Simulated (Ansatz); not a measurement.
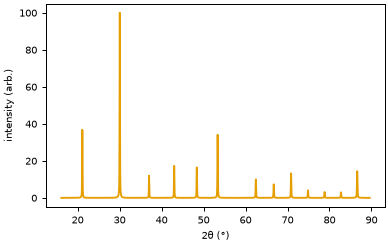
Fig. 1. Simulated powder pattern, Cu Kα, λ = 1.54184 Å

The pattern belongs to a structure relaxed with plane-wave PAW PBE (Ansatz code).

Question: Which compound is it?
A) CsCl, CsCl type
B) ScSi, CsCl type
C) TiC, CsCl type
D) NbP, CsCl type

Answer: A, CsCl, CsCl type

Space group Pm-3m (CsCl type). The cell was relaxed with PBE under the symmetry of its start. Scalar-relativistic: spin–orbit coupling is off unless named, which matters more the heavier the elements.

Potentials: the earlier of the program's two PAW sets.
